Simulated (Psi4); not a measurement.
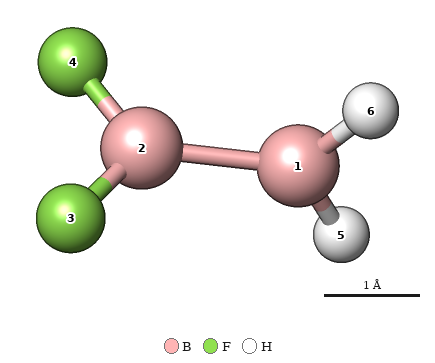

**Figure 1.** The structure as given in the input (ball-and-stick view, seen at a tilt; atoms are numbered from 1 in the order of the input).

# Calculation of the molecule and its ions, with input and output: B2H2F2

B2H2F2, SMILES BB(F)F, computed with EP2/6-31G*, RHF (Psi4 1.11).

The geometry comes from this level: GFN2-xTB.

**Log**
```
SCF Algorithm Type (re)set to DF.

   => Loading Basis Set <=

    Name: 6-31G*
    Role: ORBITAL
    Keyword: BASIS

         ---------------------------------------------------------
                                   SCF
                              RHF Reference
                        1 Threads,   1525 MiB Core
         ---------------------------------------------------------

  ==> Geometry <==

    Molecular point group: c1
    Full point group: C1

    Geometry (in Angstrom), charge = 0, multiplicity = 1:

       Center              X                  Y                   Z               Mass
    ------------   -----------------  -----------------  -----------------  -----------------
         B           -0.384060000000     0.723310000000    -0.312960000000    11.009305360000
         B            0.345050000000    -0.650110000000     0.286370000000    11.009305360000
         F            0.646000000000    -1.713150000000    -0.448520000000    18.998403162730
         F            0.700630000000    -0.821130000000     1.551970000000    18.998403162730
         H           -1.545580000000     0.840870000000    -0.348270000000     1.007825032230
         H            0.237960000000     1.620200000000    -0.728600000000     1.007825032230

  Running in c1 symmetry.

  Rotational constants: A =      0.35427  B =      0.15104  C =      0.10860 [cm^-1]
  Rotational constants: A =  10620.87516  B =   4528.05067  C =   3255.66436 [MHz]
  Nuclear repulsion =   93.948527783027771

  Charge       = 0
  Multiplicity = 1
  Electrons    = 30
  Nalpha       = 15
  Nbeta        = 15

  ==> Algorithm <==

  SCF Algorithm Type is DF.
  DIIS enabled.
  MOM disabled.
  Fractional occupation disabled.
  Guess Type is SAD.
  Energy threshold   = 1.00e-08
  Density threshold  = 1.00e-08
  Integral threshold = 1.00e-12

  ==> Primary Basis <==

  Basis Set: 6-31G*
    Blend: 6-31G*
    Number of shells: 28
    Number of basis functions: 64
    Number of Cartesian functions: 64
    Spherical Harmonics?: false
    Max angular momentum: 2

   => Loading Basis Set <=

    Name: (6-31G* AUX)
    Role: JKFIT
    Keyword: DF_BASIS_SCF

  ==> Integral Setup <==

  DFHelper Memory: AOs need 0.013 GiB; user supplied 1.118 GiB.
  SCF_SUBTYPE=INCORE selected. In-core MEM_DF algorithm will be used.
  Using in-core AOs.

  ==> MemDFJK: Density-Fitted J/K Matrices <==

    J tasked:                   Yes
    K tasked:                   Yes
    wK tasked:                   No
    Memory [MiB]:              1144
    Algorithm:                 Core
    Schwarz Cutoff:           1E-12
    Mask sparsity (%):       0.1465
    Fitting Condition:        1E-10

   => Auxiliary Basis Set <=

  Basis Set: (6-31G* AUX)
    Blend: CC-PVDZ-JKFIT
    Number of shells: 114
    Number of basis functions: 374
    Number of Cartesian functions: 374
    Spherical Harmonics?: false
    Max angular momentum: 3

  Minimum eigenvalue in the overlap matrix is 5.1321670821E-03.
  Reciprocal condition number of the overlap matrix is 8.3127321661E-04.
    Using symmetric orthogonalization.

  ==> Pre-Iterations <==

  SCF Guess: Superposition of Atomic Densities via on-the-fly atomic UHF (no occupation information).

   -------------------------
    Irrep   Nso     Nmo
   -------------------------
     A         64      64
   -------------------------
    Total      64      64
   -------------------------

  ==> Iterations <==

                           Total Energy        Delta E     RMS |[F,P]|

   @DF-RHF iter SAD:  -248.30330201757195   -2.48303e+02   0.00000e+00
   @DF-RHF iter   1:  -249.45292278921968   -1.14962e+00   5.36788e-03 DIIS/ADIIS
   @DF-RHF iter   2:  -249.48578776085776   -3.28650e-02   3.11523e-03 DIIS/ADIIS
   @DF-RHF iter   3:  -249.49781816862730   -1.20304e-02   3.36170e-04 DIIS/ADIIS
   @DF-RHF iter   4:  -249.49825001003217   -4.31841e-04   6.05108e-05 DIIS
   @DF-RHF iter   5:  -249.49827060337060   -2.05933e-05   1.33638e-05 DIIS
   @DF-RHF iter   6:  -249.49827151241016   -9.09040e-07   1.73239e-06 DIIS
   @DF-RHF iter   7:  -249.49827152424871   -1.18386e-08   3.60429e-07 DIIS
   @DF-RHF iter   8:  -249.49827152460560   -3.56891e-10   1.63379e-07 DIIS
   @DF-RHF iter   9:  -249.49827152465363   -4.80327e-11   3.11069e-08 DIIS
   @DF-RHF iter  10:  -249.49827152465767   -4.03588e-12   5.77963e-09 DIIS
  Energy and wave function converged.

  ==> Post-Iterations <==

    Orbital Energies [Eh]
    ---------------------

    Doubly Occupied:

       1A    -26.307039     2A    -26.306577     3A     -7.696483
       4A     -7.612968     5A     -1.633314     6A     -1.593873
       7A     -0.814415     8A     -0.755224     9A     -0.739311
      10A     -0.698503    11A     -0.676269    12A     -0.640485
      13A     -0.628276    14A     -0.517645    15A     -0.483644

    Virtual:

      16A      0.065712    17A      0.154259    18A      0.304869
      19A      0.345032    20A      0.390593    21A      0.400054
      22A      0.401525    23A      0.578733    24A      0.592735
      25A      0.635819    26A      0.641638    27A      0.652835
      28A      0.795933    29A      0.815765    30A      0.954270
      31A      1.143653    32A      1.180298    33A      1.328709
      34A      1.353162    35A      1.391827    36A      1.513912
      37A      1.545512    38A      1.580700    39A      1.601227
      40A      1.618208    41A      1.693341    42A      1.705059
      43A      1.722181    44A      1.826079    45A      1.971479
      46A      2.013445    47A      2.032163    48A      2.095025
      49A      2.101911    50A      2.143409    51A      2.161657
      52A      2.258878    53A      2.325861    54A      2.349415
      55A      2.686665    56A      2.689268    57A      2.710093
      58A      3.139499    59A      3.431225    60A      3.595175
      61A      3.773565    62A      3.924901    63A      4.788379
      64A      4.936109

    Final Occupation by Irrep:
              A
    DOCC [    15 ]
    NA   [    15 ]
    NB   [    15 ]

  @DF-RHF Final Energy:  -249.49827152465767

   => Energetics <=

    Nuclear Repulsion Energy =             93.9485277830277710
    One-Electron Energy =                -532.6855486916765585
    Two-Electron Energy =                 189.2387493839911201
    Total Energy =                       -249.4982715246576674

Computation Completed

Properties will be evaluated at   0.000000,   0.000000,   0.000000 [a0]

Properties computed using the SCF density matrix

 Multipole Moments:

 ------------------------------------------------------------------------------------
     Multipole            Electronic (a.u.)      Nuclear  (a.u.)        Total (a.u.)
 ------------------------------------------------------------------------------------

 L = 1.  Multiply by 2.5417464519 to convert [e a0] to [Debye]
 Dipole X            :        -20.3426364           20.0632223           -0.2794142
 Dipole Y            :         38.2854977          -37.7594681            0.5260296
 Dipole Z            :        -16.7027278           16.4807362           -0.2219916
 Magnitude           :                                                    0.6356569

 ------------------------------------------------------------------------------------

	total time  =          0 seconds =       0.00 minutes
   => Loading Basis Set <=

    Name: (6-31G* AUX)
    Role: RIFIT
    Keyword: DF_BASIS_EP2

         ---------------------------------------------------------
                  Second-Order Electron Propagator Theory

         ---------------------------------------------------------

  DFHelper Memory: AOs need 0.013 GiB; user supplied 1.192 GiB.
  SCF_SUBTYPE=INCORE selected. In-core MEM_DF algorithm will be used.
  Using in-core AOs.

  ==> Algorithm <==

  Number of orbitals:            3
  Maximum iterations:           20
  Convergence threshold:  5.00e-05

  ==> Iterations <==

   --------------------------------------------
    Iter   Residual RMS      Max RMS    Remain
   --------------------------------------------
      1     0.07327722     0.15191476      3
      2     0.00746138     0.01805113      3
      3     0.00016173     0.00045994      1
      4     0.00010786     0.00030287      1
      5     0.00000952     0.00002732      0
   --------------------------------------------

  ==> Results <==

    Orbital  Koopmans (eV)     EP2 (eV)   EP2 PS
  ----------------------------------------------
       13A         -17.096       -13.459    0.889
       14A         -14.086       -13.419    0.947
       15A         -13.161       -12.097    0.931
  ----------------------------------------------

  EP2 has completed successfully!

	total time  =          1 seconds =       0.02 minutes
```

**Standard output**
```
total energy -0.44457417 hartree = -12.09748 eV
CURRENT ENERGY                                     -0.4445741713
CURRENT REFERENCE ENERGY                         -249.4982715247
DD SOLVATION ENERGY                                 0.0000000000
EP2 13A ENERGY                                     -0.4945968412
EP2 14A ENERGY                                     -0.4931366867
EP2 15A ENERGY                                     -0.4445741713
EP2 IONIZATION POTENTIAL                           -0.4445741713
HF KINETIC ENERGY                                 249.1675467910
HF POTENTIAL ENERGY                              -498.6658183157
HF TOTAL ENERGY                                  -249.4982715247
HF VIRIAL RATIO                                     2.0013273187
NUCLEAR REPULSION ENERGY                           93.9485277830
ONE-ELECTRON ENERGY                              -532.6855486917
PCM POLARIZATION ENERGY                             0.0000000000
PE ENERGY                                           0.0000000000
SCF ITERATION ENERGY                             -249.4982715247
SCF ITERATIONS                                     10.0000000000
SCF TOTAL ENERGY                                 -249.4982715247
TWO-ELECTRON ENERGY                               189.2387493840
```

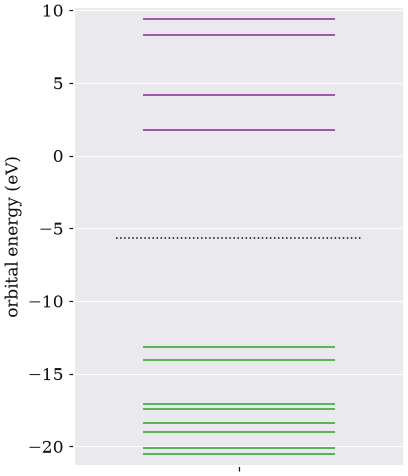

**Figure 2.** Orbital energies near the frontier; the dotted line parts filled from empty levels, and levels within 0.02 eV of each other stand side by side. Highest filled −13.16 eV, lowest empty 1.79 eV, 14.95 eV apart.

The run was set up as follows.

**The input (calc.py)**
```python
import psi4

psi4.set_memory('1600 MB')
psi4.set_num_threads(1)
psi4.core.set_output_file('psi4.out', False)

geom = psi4.geometry("""
B     -0.384060     0.723310    -0.312960
B      0.345050    -0.650110     0.286370
F      0.646000    -1.713150    -0.448520
F      0.700630    -0.821130     1.551970
H     -1.545580     0.840870    -0.348270
H      0.237960     1.620200    -0.728600
units angstrom
symmetry c1
no_reorient
no_com
""")

psi4.set_options({
    'ep2_num_ip': 3,
    'ep2_num_ea': 0,
})

e = psi4.energy('ep2/6-31G*', molecule=geom)
print(f'total energy {e:.8f} hartree = {e * 27.211386:.5f} eV')
for k, v in sorted(psi4.core.scalar_variables().items()):
    print(f'{k:45s} {v:18.10f}')
```

Run as:
```bash
python calc.py
```

**Key numbers**

- outcome: converged
- total energy: −249.498272 hartree
- basis functions: 64
- HOMO: −13.16 eV
- LUMO: 1.79 eV
- hardware: 1 thread of Intel Xeon (Granite Rapids), 128 GiB of memory available, shared host
- wall time: 1.8 s
- peak memory: 0.33 GiB
